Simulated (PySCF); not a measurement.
Dissociation curve of SMILES P. The P1–H4 bond (P1 also carries H, H; H4 carries nothing else) is stretched with both fragments frozen at the PBE0/def2-TZVP optimised geometry.

- RKS-TPSSh = PySCF with restricted TPSSh/cc-pVDZ
- UKS-TPSSh = unrestricted TPSSh/cc-pVDZ in PySCF
- RKS-r2SCAN = restricted r2SCAN/cc-pVDZ in PySCF

Magnitude of the dipole moment (D; its direction can reverse along the curve, and a method can change to another solution) and Mulliken charge of the fragment that holds P1:

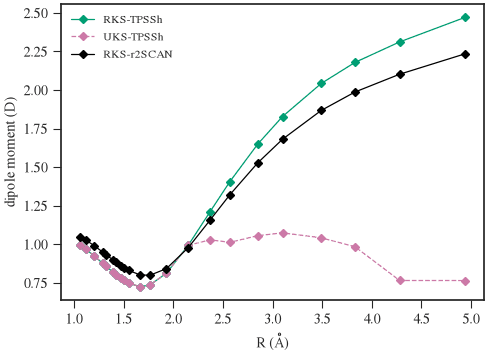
Figure. Dipole moment against bond length.

```csv
R / Å,μ RKS-TPSSh,q RKS-TPSSh,μ UKS-TPSSh,q UKS-TPSSh,μ RKS-r2SCAN,q RKS-r2SCAN
1.06,0.99,0.14,0.99,0.14,1.05,0.14
1.12,0.97,0.09,0.97,0.09,1.03,0.08
1.20,0.93,0.03,0.93,0.03,0.99,0.03
1.29,0.88,0.00,0.88,0.00,0.95,0.00
1.32,0.86,-0.01,0.86,-0.01,0.93,-0.01
1.39,0.82,-0.01,0.82,-0.01,0.90,-0.02
1.42,0.80,-0.02,0.80,-0.02,0.88,-0.02
1.47,0.78,-0.02,0.78,-0.02,0.86,-0.02
1.50,0.77,-0.02,0.77,-0.02,0.85,-0.02
1.55,0.75,-0.01,0.75,-0.01,0.83,-0.02
1.66,0.73,0.00,0.73,0.00,0.80,-0.01
1.76,0.73,0.01,0.73,0.01,0.80,0.00
1.93,0.81,0.03,0.81,0.03,0.84,0.02
2.15,0.99,0.05,0.99,0.05,0.98,0.04
2.37,1.21,0.07,1.03,0.05,1.16,0.06
2.57,1.41,0.08,1.01,0.04,1.32,0.07
2.85,1.65,0.10,1.06,0.04,1.53,0.08
3.10,1.83,0.10,1.07,0.04,1.68,0.09
3.49,2.04,0.11,1.04,0.04,1.87,0.09
3.83,2.18,0.11,0.98,0.03,1.99,0.09
4.28,2.31,0.10,0.77,0.00,2.10,0.09
4.94,2.47,0.10,0.76,0.00,2.23,0.08
```

The restricted form behind RKS-TPSSh, RKS-r2SCAN keeps the bonding electrons paired and can't separate into open-shell fragments. The unrestricted determinant behind UKS-TPSSh is spin-contaminated at 2.37 to 4.94 Å (<S²> up to 1.0, against 0.00 for a pure singlet).
